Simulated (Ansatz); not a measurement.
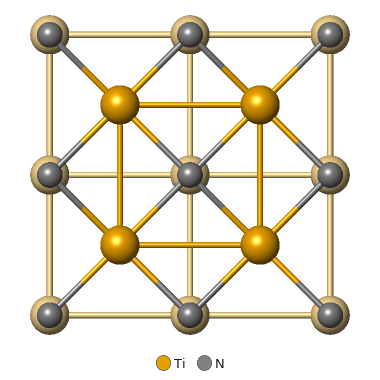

The system is O on a TiN(100) slab cut from the Fm-3m phase, its upper half relaxed before the scan (24 atoms of substrate and one adsorbate in a 2 × 2 cell); the picture shows it without the atoms that are moved over the map. O is moved over the surface cell at a fixed height above a rigid substrate; the origin of the map has the adsorbate above N21; the height is held at 3.30 Å. Places are given modulo a cell vector. The map is drawn in real space over the plane of the surface. The grid has 6 × 6 points; 10 points were computed and 26 follow by symmetry. Places are given in fractions of the 1 × 1 surface cell. Energies are in meV, from the lowest grid point. The runs have no spin polarisation, so an open-shell adsorbate far from the surface lies too high. At a fixed height the lowest place need not be the adsorption site. Level of theory: Ansatz, DFT PBE+D3(BJ), scalar-relativistic, plane waves, PAW. Settings: cutoff 420 eV, k-mesh 5×5×1, gaussian smearing 0.1 eV, no spin polarisation.

Range: position of O25 along the first surface vector from 0.000 to 0.833; position of O25 along the second surface vector from 0.000 to 0.833.

What will the energy surface look like?

The lowest grid point is at the top site over a surface Ti atom, (3/6, 3/6) of the cell vectors. It is the only kind of minimum in the scanned range. The highest grid point, the top site over a surface N atom, (0/6, 0/6) of the cell vectors, lies 107 meV above the lowest. On the interpolated surface the easiest way out of the lowest well to its copy in the next cell or period passes a barrier of about 60 meV. At the lowest point the adsorbate has 1 Ti at 3.51 Å as nearest neighbours, at the highest 1 N at 3.30 Å.

```
second ↓, first →  0/6  1/6  2/6  3/6  4/6  5/6
              5/6   96   83   58   45   58   83
              4/6   72   58   29   15   29   58
              3/6   60   45   15    0   15   45
              2/6   72   58   29   15   29   58
              1/6   96   83   58   45   58   83
              0/6  107   96   72   60   72   96
```

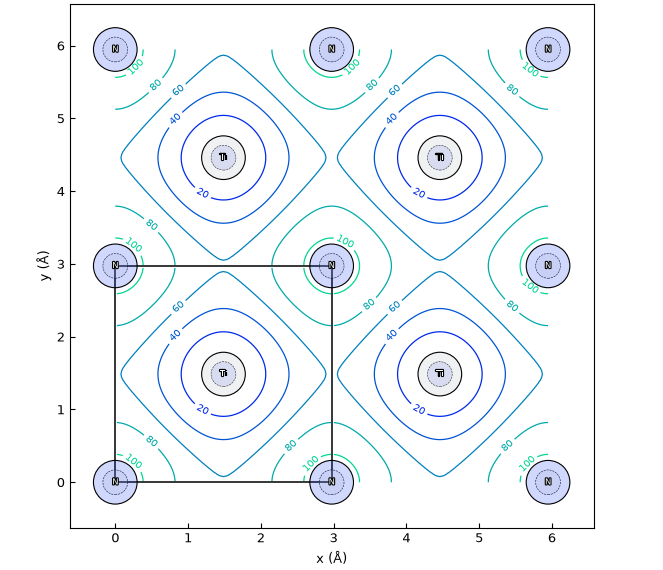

Drawn: contour lines labelled in meV, labelled circles for the atoms of the top layer and small ones for the second layer, the outline of one cell of the 2 × 2 shown. Between grid points the surface is interpolated.

Time for the 10 points that were run: 23 min on 4 threads of Arm Neoverse N1 (shared host).

PAW datasets: the set soft_1.
